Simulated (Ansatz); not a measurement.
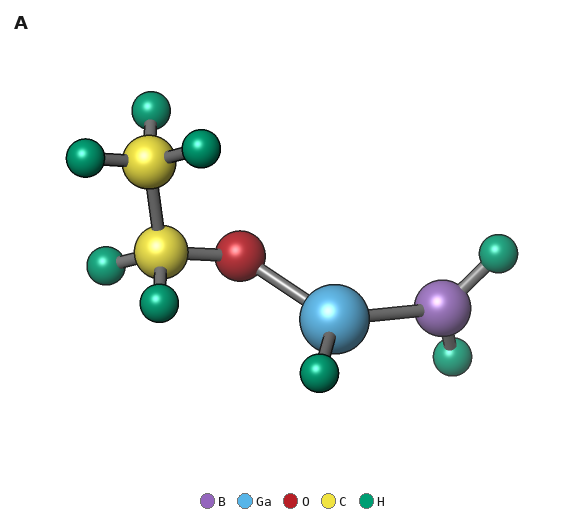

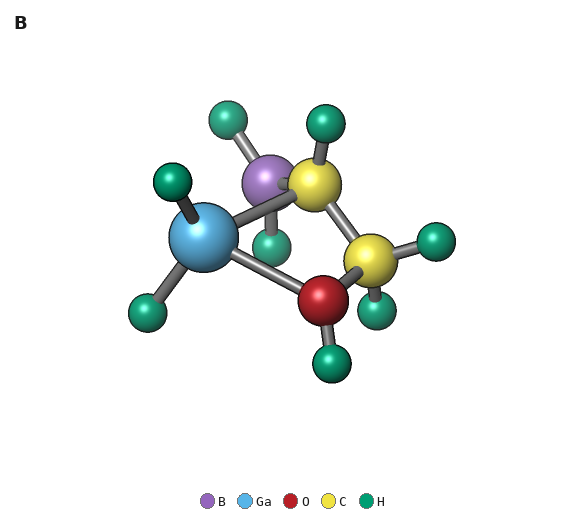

2 stationary structures of one formula. Geometries: PBE0-D4/def2-TZVP. Electronic energies: CCSD(T)/CBS (MP2 limit from def2-TZVPP and def2-QZVPP plus CCSD(T) − MP2) (Ansatz 0.2.0), without zero-point energy. No frequency run is at hand to confirm each as a minimum. Each is one conformer, not always the lowest.

### Rank them by energy, lowest first.

B is lowest; A lies 4.5 kcal/mol above it.
